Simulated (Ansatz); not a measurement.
# Si2NH7 (SMILES [SiH3]N[SiH3]): SVWN5/6-31G(d) (spherical functions)

Aim: the electronic atomisation energy of Si2NH7 at SVWN5/6-31G* (spherical functions), from 4 runs. 

The calculation is run with Ansatz 0.2.0.

52 further runs of the same task are left out: 52 set aside as unsound or not needed.

**1. The molecule**

Si2NH7: 10 atoms, total charge 0, spin state singlet. As SMILES, `[SiH3]N[SiH3]`. The coordinates come from a PBE0-D4/def2-TZVP relaxation.

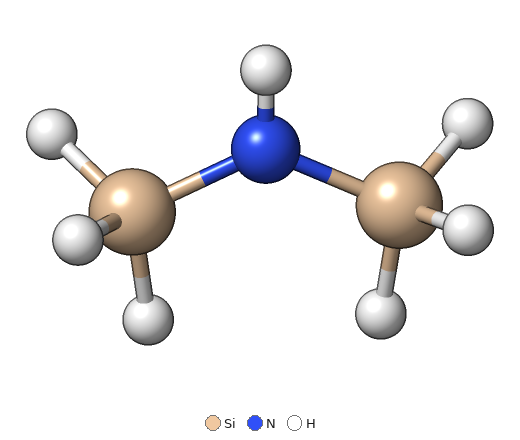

The structure, seen from a chosen angle (silicon light orange, nitrogen blue, hydrogen white).

**2. The energy at SVWN5/6-31G(d) (spherical functions)**

in.yaml reads:

```yaml
crystal:
  periodic: [false, false, false]
  atoms:
    - symbol: Si
      position_ang: [-1.042800, 0.758390, -0.879990]
    - symbol: N
      position_ang: [0.119990, 0.500410, 0.368670]
    - symbol: Si
      position_ang: [0.995830, -0.935260, 0.755390]
    - symbol: H
      position_ang: [-1.373610, -0.567260, -1.458240]
    - symbol: H
      position_ang: [-0.532280, 1.645360, -1.962590]
    - symbol: H
      position_ang: [-2.274280, 1.393560, -0.336440]
    - symbol: H
      position_ang: [0.361990, 1.317290, 0.912940]
    - symbol: H
      position_ang: [0.403090, -2.042290, -0.034740]
    - symbol: H
      position_ang: [0.897240, -1.243020, 2.208320]
    - symbol: H
      position_ang: [2.444830, -0.827180, 0.426680]
basis:
  gaussian:
    orbitals: 6-31G_st_-spherical.json
hamiltonian:
  xc: {name: SVWN5}
accuracy: high
output:
  orbitals: {seedname: orbitals}
```

The basis set 6-31G* is read from a file made from the Basis Set Exchange's data (not shown).

On the command line:

```sh
$ ansatz run in.yaml --threads 1 --pin off --max-ram 3480MiB --events-out events.jsonl --progress --plain --runs-dir runs
```

The program printed:

```text
Warning: RAYON_NUM_THREADS=1 ignored (pool sized by the plan → 1); use --threads N
Functional definition: SVWN5
  name "SVWN5"
  exchange = slater_x
  correlation = vwn5_c
1509 factors; integrals over basis functions are off by at most 3.5e-9 eV
mean field evaluation 1: about -17273.3660 eV, gradient 6.3e1 eV
mean field evaluation 2: about -17239.1560 eV, gradient 1.2e2 eV
mean field evaluation 4: about -17281.5913 eV, gradient 3.1e0 eV
mean field evaluation 8: about -17281.6190 eV, gradient 3.1e-2 eV
mean field evaluation 16: about -17281.6190 eV, gradient 1.7e-6 eV
mean field -17281.61901582 eV, -635.0877849293 hartree, gradient 6.2e-8 eV, S^2 0.000000; 0 other end points of the search recorded, 0 dependent functions left out
reference -17281.61901984 eV, -635.0877850771 hartree; 21, 21 occupied and 43, 43 virtual orbitals, 1509 factors
Total energy: -17281.61901984 eV, -635.0877850771 hartree
```

Run time: 1.6 s. Hardware: 1 thread of Intel Xeon 6975P-C (Granite Rapids), shared host; peak memory 0.18 GiB.

**3. The H atom, same level**

in.yaml reads:

```yaml
crystal:
  periodic: [false, false, false]
  atoms:
    - {symbol: H, position_ang: [0.000000, 0.000000, 0.000000]}
basis:
  gaussian:
    orbitals: "6-31G*"
magnetization:
  spin_polarized: true
  initial_magnetization: 1
hamiltonian:
  xc: {name: SVWN5}
accuracy: high
```

Run the same way, it converges to -0.47604 Eh (log not shown).

**4. The N atom, same level**

input.yaml reads:

```yaml
crystal:
  periodic: [false, false, false]
  atoms:
    - {symbol: N, position_ang: [0.000000, 0.000000, 0.000000]}
basis:
  gaussian:
    orbitals: 6-31G_st_-spherical.json
magnetization:
  spin_polarized: true
  initial_magnetization: 3
hamiltonian:
  xc: {name: SVWN5}
accuracy: high
```

The basis set 6-31G* is read from a file made from the Basis Set Exchange's data (not shown).

On the command line:

```sh
$ ansatz run input.yaml --threads 1 --pin off --max-ram 3480MiB --events-out events.jsonl --progress --plain --runs-dir runs
```

The program printed:

```text
Warning: RAYON_NUM_THREADS=1 ignored (pool sized by the plan → 1); use --threads N
[... 4 set-up lines as earlier in the session ...]
96 factors; integrals over basis functions are off by at most 1.9e-9 eV
mean field evaluation 1: about -1472.1868 eV, gradient 6.2e0 eV
mean field evaluation 2: about -1472.2661 eV, gradient 4.9e0 eV
mean field evaluation 4: about -1472.3860 eV, gradient 3.3e-3 eV
mean field evaluation 8: about -1472.3855 eV, gradient 1.9e-5 eV
mean field -1472.38547344 eV, -54.1091681300 hartree, gradient 1.3e-9 eV, S^2 3.751952; 0 other end points of the search recorded, 0 dependent functions left out
reference -1472.38547431 eV, -54.1091681622 hartree; 5, 2 occupied and 9, 12 virtual orbitals, 96 factors
Total energy: -1472.38547431 eV, -54.1091681622 hartree
```

It took 0.1 s on 1 thread of Intel Xeon 6975P-C (Granite Rapids), shared host.

**5. The Si atom**

job.yaml reads:

```yaml
crystal:
  periodic: [false, false, false]
  atoms:
    - {symbol: Si, position_ang: [0.000000, 0.000000, 0.000000]}
basis:
  gaussian:
    orbitals: 6-31G_st_-spherical.json
magnetization:
  spin_polarized: true
  initial_magnetization: 2
hamiltonian:
  xc: {name: SVWN5}
accuracy: high
```

The basis set 6-31G* is read from a file made from the Basis Set Exchange's data (not shown).

On the command line:

```sh
$ ansatz run job.yaml --threads 1 --pin off --max-ram 3480MiB --events-out events.jsonl --progress --plain --runs-dir runs
```

The program printed:

```text
Warning: RAYON_NUM_THREADS=1 ignored (pool sized by the plan → 1); use --threads N
[... 4 set-up lines as earlier in the session ...]
141 factors; integrals over basis functions are off by at most 2.6e-9 eV
mean field evaluation 1: about -7841.7550 eV, gradient 2.5e0 eV
mean field evaluation 2: about -7841.7623 eV, gradient 2.8e0 eV
mean field evaluation 4: about -7841.8211 eV, gradient 1.3e0 eV
mean field evaluation 8: about -7841.8205 eV, gradient 1.3e0 eV
mean field evaluation 16: about -7841.7731 eV, gradient 2.6e0 eV
mean field -7841.83660831 eV, -288.1821799675 hartree, gradient 3.7e-9 eV, S^2 2.000837; 1 other end points of the search recorded, 0 dependent functions left out
reference -7841.83660989 eV, -288.1821800258 hartree; 8, 6 occupied and 10, 12 virtual orbitals, 141 factors
Total energy: -7841.83660989 eV, -288.1821800258 hartree
```

It took 0.24 s on 1 thread of Intel Xeon 6975P-C (Granite Rapids), shared host.

**6. What came out**

Level: SVWN5/6-31G* (spherical functions).

| quantity | value |
| --- | --- |
| molecule: total energy | -635.08779 Eh |
| molecule: HOMO energy | -5.96 eV |
| molecule: LUMO energy | -0.67 eV |
| molecule: HOMO–LUMO gap | 5.29 eV |
| H atom: total energy | -0.47604 Eh |
| H atom: ⟨S²⟩ | 0.750 |
| N atom: total energy | -54.10917 Eh |
| N atom: ⟨S²⟩ | 3.752 |
| Si atom: total energy | -288.18218 Eh |
| Si atom: ⟨S²⟩ | 2.001 |
| electronic atomisation energy | 34.884 eV |

In words: Taking the molecule apart into free atoms costs 34.88 eV (3366 kJ/mol), before zero-point energy and without spin-orbit coupling.
